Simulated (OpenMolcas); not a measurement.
**Energy and gradient calculation of COS (part 2 of 2)**

COS, SMILES O=C=S; PBE0/def2-TZVP, RKS (OpenMolcas 26.06). The geometry comes from this level: GFN2-xTB.

Geometry of the input (Å):
```
O  0.9177  0.6827  0.5796
C  0.0927  0.0663  0.0583
S  -1.0104  -0.7490  -0.6379
```

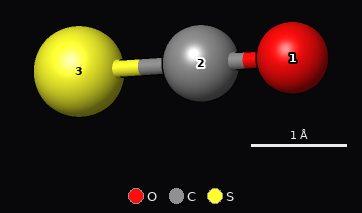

*The structure (ball-and-stick view, seen at a tilt; atoms are numbered from 1 in the order of the input).*

Output, continued:
```
 *****************************************************************************************************************************
 *                                             SCF/KS-DFT Program, Final results                                             *
 *                                                       Final Results                                                       *
 *****************************************************************************************************************************

::    Total KS-DFT energy                            -511.3370888449
      One-electron energy                            -892.9102765536
      Two-electron energy                             301.3853081046
      Nuclear repulsion energy                         80.1878796042
      Kinetic energy (interpolated)                   510.4095932049
      Virial theorem                                    1.0018171595
      Total spin, S(S+1)                                0.0000000000
      Total spin, S                                     0.0000000000
      Max non-diagonal density matrix element           0.0000000306
      Max non-diagonal Fock matrix element              0.0000000125

      All orbitals with orbital energies smaller than  E(LUMO)+0.5 are printed

++    Molecular orbitals:
      -------------------

      Title: RKS-DFT orbitals

      Molecular orbitals for symmetry species 1: a

      Basis set list:
        1 O1     1s                 21 O1     3d1+               41 C2     2py                61 C2     4f2+               81 S3     2pz
        2 O1     1s                 22 O1     3d1+               42 C2     2py                62 C2     4f3+               82 S3     2pz
        3 O1     1s                 23 O1     3d2+               43 C2     2pz                63 S3     1s                 83 S3     3d2-
        4 O1     1s                 24 O1     3d2+               44 C2     2pz                64 S3     1s                 84 S3     3d2-
        5 O1     1s                 25 O1     4f3-               45 C2     2pz                65 S3     1s                 85 S3     3d1-
        6 O1     2px                26 O1     4f2-               46 C2     3d2-               66 S3     1s                 86 S3     3d1-
        7 O1     2px                27 O1     4f1-               47 C2     3d2-               67 S3     1s                 87 S3     3d0
        8 O1     2px                28 O1     4f0                48 C2     3d1-               68 S3     2px                88 S3     3d0
        9 O1     2py                29 O1     4f1+               49 C2     3d1-               69 S3     2px                89 S3     3d1+
       10 O1     2py                30 O1     4f2+               50 C2     3d0                70 S3     2px                90 S3     3d1+
       11 O1     2py                31 O1     4f3+               51 C2     3d0                71 S3     2px                91 S3     3d2+
       12 O1     2pz                32 C2     1s                 52 C2     3d1+               72 S3     2px                92 S3     3d2+
       13 O1     2pz                33 C2     1s                 53 C2     3d1+               73 S3     2py                93 S3     4f3-
       14 O1     2pz                34 C2     1s                 54 C2     3d2+               74 S3     2py                94 S3     4f2-
       15 O1     3d2-               35 C2     1s                 55 C2     3d2+               75 S3     2py                95 S3     4f1-
       16 O1     3d2-               36 C2     1s                 56 C2     4f3-               76 S3     2py                96 S3     4f0
       17 O1     3d1-               37 C2     2px                57 C2     4f2-               77 S3     2py                97 S3     4f1+
       18 O1     3d1-               38 C2     2px                58 C2     4f1-               78 S3     2pz                98 S3     4f2+
       19 O1     3d0                39 C2     2px                59 C2     4f0                79 S3     2pz                99 S3     4f3+
       20 O1     3d0                40 C2     2py                60 C2     4f1+               80 S3     2pz

  Index Energy  Occupation Coefficients ...

    1  -89.0564    2.0000         63 S3     1s     ( 0.999),

    2  -19.2902    2.0000          1 O1     1s     ( 0.435),     2 O1     1s     ( 0.640),

    3  -10.3825    2.0000         32 C2     1s     ( 0.467),    33 C2     1s     ( 0.609),

    4   -8.0375    2.0000         65 S3     1s     ( 0.806),

    5   -5.9739    2.0000         68 S3     2px    ( 0.513),    73 S3     2py    ( 0.376),    78 S3     2pz    ( 0.323),

    6   -5.9682    2.0000         68 S3     2px    (-0.353),    78 S3     2pz    ( 0.618),

    7   -5.9682    2.0000         68 S3     2px    (-0.349),    73 S3     2py    ( 0.604),

    8   -1.1735    2.0000          2 O1     1s     (-0.214),     3 O1     1s     ( 0.313),     4 O1     1s     ( 0.385),    34 C2     1s     ( 0.199),

    9   -0.8537    2.0000         65 S3     1s     (-0.370),    66 S3     1s     ( 0.515),    67 S3     1s     ( 0.282),

   10   -0.5700    2.0000          3 O1     1s     (-0.175),     4 O1     1s     (-0.302),     5 O1     1s     (-0.209),     6 O1     2px    (-0.248),
                                   7 O1     2px    (-0.179),     9 O1     2py    (-0.185),    12 O1     2pz    (-0.156),    34 C2     1s     ( 0.217),
                                  35 C2     1s     ( 0.217),    65 S3     1s     ( 0.166),    66 S3     1s     (-0.242),    67 S3     1s     (-0.187),

   11   -0.4979    2.0000          6 O1     2px    (-0.175),     9 O1     2py    ( 0.298),    10 O1     2py    ( 0.247),    40 C2     2py    ( 0.233),
                                  41 C2     2py    ( 0.192),

   12   -0.4979    2.0000          6 O1     2px    (-0.175),    12 O1     2pz    ( 0.306),    13 O1     2pz    ( 0.254),    43 C2     2pz    ( 0.240),
                                  44 C2     2pz    ( 0.197),

   13   -0.4887    2.0000         65 S3     1s     ( 0.248),    66 S3     1s     (-0.374),    67 S3     1s     (-0.267),    71 S3     2px    ( 0.257),
                                  76 S3     2py    ( 0.190),

   14   -0.3199    2.0000         12 O1     2pz    (-0.204),    71 S3     2px    (-0.229),    81 S3     2pz    ( 0.401),    82 S3     2pz    ( 0.247),

   15   -0.3199    2.0000          9 O1     2py    (-0.199),    71 S3     2px    (-0.226),    76 S3     2py    ( 0.391),    77 S3     2py    ( 0.241),

   16   -0.0284    0.0000          9 O1     2py    ( 0.221),    11 O1     2py    ( 0.295),    38 C2     2px    ( 0.200),    39 C2     2px    ( 0.220),
                                  40 C2     2py    (-0.309),    41 C2     2py    (-0.344),    42 C2     2py    (-0.381),    72 S3     2px    (-0.231),
                                  76 S3     2py    ( 0.194),    77 S3     2py    ( 0.384),

   17   -0.0284    0.0000         12 O1     2pz    (-0.226),    14 O1     2pz    (-0.302),    38 C2     2px    (-0.202),    39 C2     2px    (-0.223),
                                  43 C2     2pz    ( 0.317),    44 C2     2pz    ( 0.353),    45 C2     2pz    ( 0.390),    72 S3     2px    ( 0.227),
                                  81 S3     2pz    (-0.201),    82 S3     2pz    (-0.398),

   18    0.0478    0.0000         36 C2     1s     (-2.672),    67 S3     1s     ( 1.856),

   19    0.0977    0.0000          5 O1     1s     (-1.008),    36 C2     1s     ( 1.784),

   20    0.1562    0.0000          5 O1     1s     (-2.729),    39 C2     2px    ( 2.625),    67 S3     1s     ( 4.607),

   21    0.2151    0.0000         39 C2     2px    (-0.685),    42 C2     2py    ( 1.182),

   22    0.2151    0.0000         39 C2     2px    ( 0.691),    45 C2     2pz    (-1.211),

   23    0.2972    0.0000          5 O1     1s     ( 2.714),    35 C2     1s     (-2.513),    36 C2     1s     (-1.847),

   24    0.3067    0.0000         45 C2     2pz    (-0.831),    72 S3     2px    (-0.796),    81 S3     2pz    (-0.859),    82 S3     2pz    ( 1.395),

   25    0.3067    0.0000         42 C2     2py    (-0.824),    72 S3     2px    (-0.767),    76 S3     2py    (-0.840),    77 S3     2py    ( 1.378),

   26    0.3198    0.0000         84 S3     3d2-   (-0.297),    86 S3     3d1-   ( 0.579),

   27    0.3198    0.0000         84 S3     3d2-   ( 0.349),    88 S3     3d0    ( 0.474),    90 S3     3d1+   (-0.412),    92 S3     3d2+   ( 0.277),

   28    0.4063    0.0000          8 O1     2px    ( 1.582),    35 C2     1s     ( 3.105),

   29    0.4557    0.0000         11 O1     2py    ( 0.487),    77 S3     2py    (-0.484),    92 S3     3d2+   ( 0.677),

   30    0.4557    0.0000         13 O1     2pz    ( 0.299),    14 O1     2pz    (-0.495),    82 S3     2pz    ( 0.500),    86 S3     3d1-   ( 0.360),
                                  88 S3     3d0    ( 0.574),    90 S3     3d1+   ( 0.336),

--

++    Molecular charges:
      ------------------

      Mulliken charges per centre and basis function type
      ---------------------------------------------------

                O1      C2      S3
      1s       3.8040  3.0286  5.8095
      2px      1.4012  0.8432  3.3073
      2pz      1.4560  0.8291  3.4595
      2py      1.4408  0.8331  3.4238
      3d2+     0.0087  0.0607  0.0207
      3d1+     0.0063  0.0321  0.0269
      3d0      0.0058  0.0402  0.0143
      3d1-     0.0045  0.0251  0.0169
      3d2-     0.0065  0.0286  0.0321
      4f3+     0.0004  0.0045  0.0018
      4f2+     0.0003  0.0032  0.0014
      4f1+     0.0003  0.0041  0.0016
      4f0      0.0001  0.0011  0.0011
      4f1-     0.0002  0.0023  0.0009
      4f2-     0.0003  0.0032  0.0028
      4f3-     0.0002  0.0029  0.0021
      Total    8.1356  5.7420 16.1224

      N-E     -0.1356  0.2580 -0.1224

      Total electronic charge=   30.000000

      Total            charge=   -0.000000
--

++    Molecular properties:
      ---------------------

      Charge (e):
                      =   -0.0000
      Dipole Moment (debye):
      Origin of the operator (angstrom)=   -0.2754   -0.2040   -0.1738
                   X= -5.7225E-01               Y= -4.2767E-01               Z= -3.6156E-01           Total=  8.0069E-01
      Quadrupole Moment (debye*angstrom):
      Origin of the operator (angstrom)=   -0.2754   -0.2040   -0.1738
                  XX= -2.3702E+01              XY= -4.7966E-01              XZ= -4.0019E-01              YY= -2.3433E+01
                  YZ= -3.0347E-01              ZZ= -2.3323E+01
      In traceless form (debye*angstrom)
                  XX= -3.2411E-01              XY= -7.1949E-01              XZ= -6.0028E-01              YY=  7.9301E-02
                  YZ= -4.5521E-01              ZZ=  2.4481E-01
--

--- Stop Module: scf /rc=_RC_ALL_IS_WELL_ ---
--- Module scf spent 24 seconds ---

--- Start Module: alaska ---

                                              &ALASKA

                       available to each process: 1.9 GB of memory, 1 thread

                     Threshold for contributions to the gradient: 1.000E-07

                    ********************************************
                    * Symmetry Adapted Cartesian Displacements *
                    ********************************************

           Irreducible representation : a
           Basis function(s) of irrep: x, y, xy, Rz, z, xz, Ry, yz, Rx, I

 Basis Label        Type   Center Phase
   1   O1           x         1     1
   2   O1           y         1     1
   3   O1           z         1     1
   4   C2           x         2     1
   5   C2           y         2     1
   6   C2           z         2     1
   7   S3           x         3     1
   8   S3           y         3     1
   9   S3           z         3     1

                     No automatic utilization of translational and rotational invariance of the energy is employed.

 Rotational correction to the DFT gradient is turned off due to close-to-degeneracy problems!

 DFT contribution computed for a moving grid.

 Conventional ERI gradients!

 **************************************************
 *              Molecular gradients               *
 **************************************************

  Irreducible representation: a
 ------------------------------------------------------------------------------------------
                              X                       Y                       Z
 ------------------------------------------------------------------------------------------
  O1                6.75904146287820E-04    9.36939832325123E-04    4.62237729239590E-04
  C2               -1.43611272230681E-02   -1.13734518335480E-02   -9.12588827900596E-03
  S3                1.36852230767879E-02    1.04365120011956E-02    8.66365054971929E-03
 ------------------------------------------------------------------------------------------

--- Stop Module: alaska /rc=_RC_ALL_IS_WELL_ ---
--- Module alaska spent 6 seconds ---

.##################.
.# Happy landing! #.
.##################.

    Timing: Wall=37.57 User=31.59 System=5.89
```

Key numbers:

| quantity | value |
| --- | --- |
| outcome | converged |
| total energy | −511.337089 hartree |
| basis functions | 99 |
| largest force | 1.052 eV/Å |
| HOMO | −8.71 eV |
| LUMO | −0.77 eV |
| dipole moment | 0.80 debye |
| hardware | 1 thread of AMD EPYC (Zen 3), 64 GiB of memory available, shared host |
| wall time | 38 s |
| peak memory | 0.55 GiB |
